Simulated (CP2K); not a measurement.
# GFN1-xTB run of PH3 (phosphine)

Aim: the energy change on altering one bond length of PH3 (phosphine) at GFN1-xTB, from 2 runs. 

The calculation is run with CP2K 2026.2.

## (1) The structure to begin with

PH3: 4 atoms, total charge 0, spin state singlet. As SMILES, `P`. Geometry: relaxed at PBE0-D4/def2-TZVP.

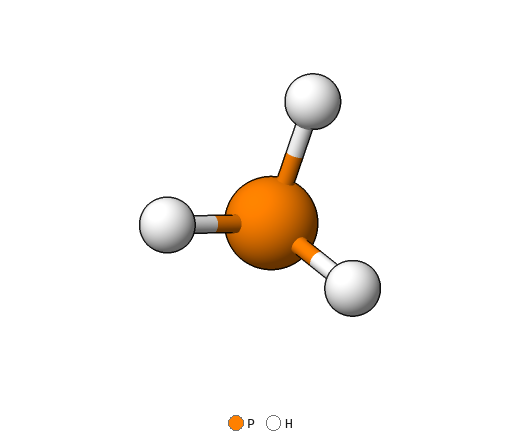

Viewed from a chosen angle; phosphorus orange, hydrogen white.

## (2) Energy and gradient at GFN1-xTB

Contents of gas.inp:

```
&GLOBAL
    PROJECT_NAME gas
    RUN_TYPE ENERGY_FORCE
    PRINT_LEVEL MEDIUM
&END GLOBAL

&FORCE_EVAL
    METHOD QUICKSTEP
    &DFT
        CHARGE 0
        MULTIPLICITY 1
        &QS
            METHOD XTB
            EPS_DEFAULT 1.0E-10
            &XTB
                GFN_TYPE TBLITE
                &TBLITE
                    METHOD GFN1
                &END TBLITE
                CHECK_ATOMIC_CHARGES F
            &END XTB
        &END QS
        &POISSON
            PERIODIC NONE
            POISSON_SOLVER ANALYTIC
        &END POISSON
        &SCF
            SCF_GUESS ATOMIC
            EPS_SCF 1.0E-06
            MAX_SCF 150
            ADDED_MOS 8
            &DIAGONALIZATION
                ALGORITHM STANDARD
            &END DIAGONALIZATION
            &MIXING
                METHOD DIRECT_P_MIXING
                ALPHA 0.4
            &END MIXING
            &SMEAR ON
                METHOD FERMI_DIRAC
                ELECTRONIC_TEMPERATURE [K] 300
            &END SMEAR
        &END SCF
        &PRINT
            &MOMENTS
                PERIODIC F
                REFERENCE COM
                MAX_MOMENT 1
            &END MOMENTS
            &MO ON
                ENERGIES T
                OCCUPATION_NUMBERS T
                NDIGITS 6
                &EACH
                    QS_SCF 0
                &END EACH
                ADD_LAST NUMERIC
            &END MO
            &HIRSHFELD OFF
            &END HIRSHFELD
        &END PRINT
    &END DFT
    &SUBSYS
        &CELL
            ABC [angstrom] 13.6 13.7 13.7
            PERIODIC NONE
        &END CELL
        &COORD
            P      7.333300     6.343250     6.322150
            H      7.618200     6.635750     7.681950
            H      5.981800     6.006750     6.597750
            H      7.016000     7.693250     6.018050
        &END COORD
    &END SUBSYS
    &PRINT
        &FORCES ON
        &END FORCES
    &END PRINT
&END FORCE_EVAL
```

Started as:

```sh
$ OMP_NUM_THREADS=1 cp2k.psmp -i gas.inp > gas.out 2>&1
```

Output:

```text
CP2K| version string:                                       CP2K version 2026.2
[...]
 GLOBAL| Method name                                                        CP2K
[...]
 GLOBAL| Run type                                                   ENERGY_FORCE
[...]
                             - Atoms:                                          4
[...]
                             - Spherical basis functions:                     15
[...]
 Number of electrons:                                                          8
[...]
  *** SCF run converged in     6 steps ***
[...]
  Fermi energy:                                                -0.21119462772646
[...]
 TB_DIPOLE| Moment [Debye]         -0.08866327       0.08371079       0.08521548
 TB_DIPOLE| Derivative [a.u.]       0.00000000       0.00000000       0.00000000
[...]
 ENERGY| Total FORCE_EVAL ( QS ) energy [hartree]             -4.244463794302607
 FORCES| Atomic forces [hartree/bohr]
 FORCES|   Atom     x               y               z               |f|
 FORCES|      1 -5.52345529E-03  5.20209500E-03  5.33556200E-03   9.27569795E-03
 FORCES|      2 -3.83437857E-03 -6.48454157E-04 -8.75878794E-03   9.58328325E-03
 FORCES|      3  8.62176022E-03  4.14736441E-03 -5.02704905E-04   9.58061027E-03
 FORCES|      4  7.36073643E-04 -8.70100525E-03  3.92593084E-03   9.57403937E-03
 FORCES| Sum    -2.76471554E-17  4.16333634E-17  2.86229374E-17
 FORCES| Total atomic force                                       5.75931827E-17
[...]
```

It took 0.22 s on 1 thread of Arm Neoverse V2, shared host.

## (3) The distorted shape

Contents of job.inp:

```
&FORCE_EVAL
  METHOD QS
  &DFT
    &QS
      METHOD XTB
      EPS_DEFAULT 1.0E-10
      &XTB
        GFN_TYPE TBLITE
        &TBLITE
          METHOD GFN1
        &END TBLITE
        CHECK_ATOMIC_CHARGES F
      &END XTB
    &END QS
    &POISSON
      PERIODIC NONE
      POISSON_SOLVER ANALYTIC
    &END POISSON
    &SCF
      SCF_GUESS ATOMIC
      EPS_SCF 1.0E-06
      MAX_SCF 150
      ADDED_MOS 8
      &DIAGONALIZATION
        ALGORITHM STANDARD
      &END DIAGONALIZATION
      &MIXING
        METHOD DIRECT_P_MIXING
        ALPHA 0.4
      &END MIXING
      &SMEAR ON
        METHOD FERMI_DIRAC
        ELECTRONIC_TEMPERATURE [K] 300
      &END SMEAR
    &END SCF
    &PRINT
      &MOMENTS
        PERIODIC F
        REFERENCE COM
        MAX_MOMENT 1
      &END MOMENTS
      &MO ON
        ENERGIES T
        OCCUPATION_NUMBERS T
        NDIGITS 6
        &EACH
          QS_SCF 0
        &END EACH
        ADD_LAST NUMERIC
      &END MO
      &HIRSHFELD OFF
      &END HIRSHFELD
    &END PRINT
  &END DFT
  &SUBSYS
    &CELL
      ABC 13.9 13.7 15
      PERIODIC NONE
    &END CELL
    &COORD
      P      7.340847     6.343250     6.292232
      H      7.910654     6.928258     9.011868
      H      5.989346     6.006750     6.567832
      H      7.023546     7.693250     5.988132
    &END COORD
  &END SUBSYS
  &PRINT
    &FORCES ON
    &END FORCES
  &END PRINT
&END FORCE_EVAL

&GLOBAL
  PROJECT job
  RUN_TYPE ENERGY_FORCE
  PRINT_LEVEL MEDIUM
&END GLOBAL
```

Started as:

```sh
$ OMP_NUM_THREADS=1 cp2k.psmp -i job.inp -o job.out
```

Output:

```text
CP2K| version string:                                       CP2K version 2026.2
[...]
 GLOBAL| Method name                                                        CP2K
[...]
 GLOBAL| Run type                                                   ENERGY_FORCE
[...]
                             - Atoms:                                          4
[...]
                             - Spherical basis functions:                     15
[...]
 Number of electrons:                                                          8
[...]
  *** SCF run converged in    24 steps ***
[...]
  Fermi energy:                                                -0.37137732462012
[...]
 TB_DIPOLE| Moment [Debye]         -0.53416520      -0.09209870      -1.22149080
 TB_DIPOLE| Derivative [a.u.]       0.00000000       0.00000000       0.00000000
[...]
 ENERGY| Total FORCE_EVAL ( QS ) energy [hartree]             -4.089554740105589
 FORCES| Atomic forces [hartree/bohr]
 FORCES|   Atom     x               y               z               |f|
 FORCES|      1  4.00980050E-03  1.02534701E-02  3.70305167E-02   3.86325163E-02
 FORCES|      2 -9.04357073E-03 -8.04889568E-03 -3.95702036E-02   4.13808157E-02
 FORCES|      3  5.63970877E-03  3.98330771E-03 -4.80152099E-04   6.92124276E-03
 FORCES|      4 -6.05938532E-04 -6.18788218E-03  3.01983898E-03   6.91205287E-03
 FORCES| Sum    -1.05167611E-17  3.90312782E-17  1.04083409E-17
 FORCES| Total atomic force                                       4.17417836E-17
[...]
```

Wall time 0.22 s (1 thread of Arm Neoverse V2, shared host).

## (4) Results

Level: GFN1-xTB.

| quantity | value |
| --- | --- |
| first shape: total energy | -4.24446 Eh |
| first shape: dipole moment (from atomic charges alone) | 0.15 D |
| first shape: HOMO energy | -11.72 eV |
| first shape: LUMO energy | -4.82 eV |
| first shape: HOMO–LUMO gap | 6.91 eV |
| first shape: largest force on an atom | 0.493 eV/Å |
| distorted shape: total energy | -4.08955 Eh |
| distorted shape: dipole moment (from atomic charges alone) | 1.34 D |
| distorted shape: HOMO energy | -10.78 eV |
| distorted shape: LUMO energy | -9.43 eV |
| distorted shape: HOMO–LUMO gap | 1.36 eV |
| distorted shape: largest force on an atom | 2.128 eV/Å |
| energy change with the P1–H2 bond stretched from 1.420 to 2.840 Å | 4.215 eV |

In words: One bond (distorted shape) is far stretched, which a spin-restricted single reference describes badly. With the P1–H2 bond stretched from 1.420 to 2.840 Å the energy rises by 4.22 eV (407 kJ/mol). The first shape isn't relaxed at this level, so the change isn't measured from a minimum. A restricted reference can't describe the breaking bond well at this length. The largest force (first shape) is 0.49 eV/Å: the shape isn't a stationary point for this species at this level. The dipole (first shape) comes from point charges on the atoms alone, without atomic dipoles, so it is partial. The dipole (distorted shape) comes from point charges on the atoms alone, without atomic dipoles, so it is partial.
